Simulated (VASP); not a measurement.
Band structure of Sb (relaxed from the layer:A7 structure). These are PBEsol GGA, VASP's PBE PAW potentials (set 64) (plane waves; VASP) values and carry that method's errors.

The cell holds a wide vacuum, so values per volume refer to the whole cell. Unless said otherwise, spin-orbit coupling is left out, though it shifts the bands of the heavy elements here.

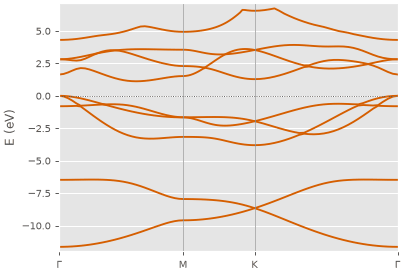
*Bands along high-symmetry lines, zero at the valence-band maximum or, without a gap, the Fermi level*

### Question
Read the plot: is there a gap, and where are the band edges?

### Answer
The gap is indirect, 1.12 eV, from the valence maximum at Γ to the conduction minimum at Γ-M at 0.62. (Edges off the drawn lines would not show.)

The cell is a sheet with vacuum, built from a generated structure.
